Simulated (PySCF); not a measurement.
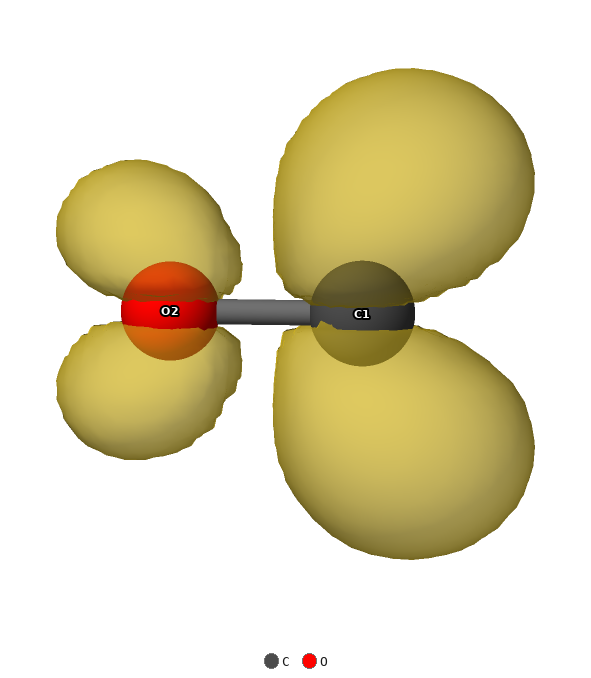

*CO (charge −1, doublet). Isosurface of the spin density (α minus β) at +0.03 e/Å³ (yellow), seen from one side.*

Method: PBE0/def2-SVPD, non-relativistic Hamiltonian with scalar-relativistic core potentials where named, at a bond length of 1.223 Å in PySCF.

```xyz
2

C     0.0000    0.0000   -0.6988
O     0.0000    0.0000    0.5242
```

Which atoms carry the spin?

Answer. The unpaired spin (1 electron) lies mostly on C1 (about 0.7) and O2 (about 0.3), in electrons by Hirshfeld's partition.
